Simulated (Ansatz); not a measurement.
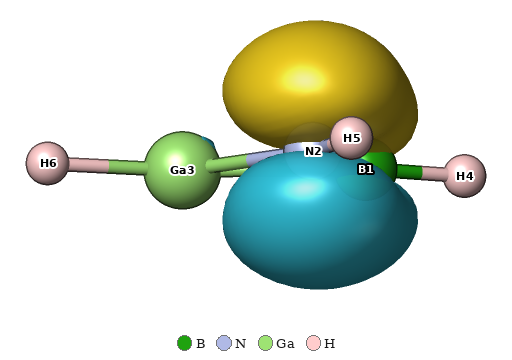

BGaH$_{3}$N. The HOMO−1 at ±0.15 Å⁻³ᐟ² (yellow and cyan are the two phases), seen from one side.

Geometry: PBE0-D4/def2-TZVP.

These are results of RKS PBE0-D4/def2-TZVPP in Ansatz, not measurements.

Input file:

```
crystal:
  periodic: [false, false, false]
  atoms:
    - {symbol: B, position_ang: [-0.596328, -0.759467, -0.315187]}
    - {symbol: N, position_ang: [0.293202, 0.215069, -0.672517]}
    - {symbol: Ga, position_ang: [0.080810, 0.278621, 1.268034]}
    - {symbol: H, position_ang: [-1.259863, -1.610033, -0.820635]}
    - {symbol: H, position_ang: [0.643649, 0.475463, -1.587076]}
    - {symbol: H, position_ang: [0.880629, 1.336347, 2.081281]}
basis:
  gaussian: {orbitals: def2-TZVPP}
hamiltonian: {xc: pbe0, dispersion: d4}
output: {orbitals: {seedname: orbitals}}
```

Launched as:

```sh
ansatz run in.yaml --threads 2 --pin off --events-out ev --progress --plain --max-ram 4352MiB
```

What is the character of this orbital?

Answer. Its weight (Hirshfeld) is mainly on N2 (about 60 %), B1 (about 25 %) and Ga3 (about 10 %); it changes sign across the molecular plane (π type); π-bonding across B1–N2 and B1–Ga3. Its energy is −8.77 eV.
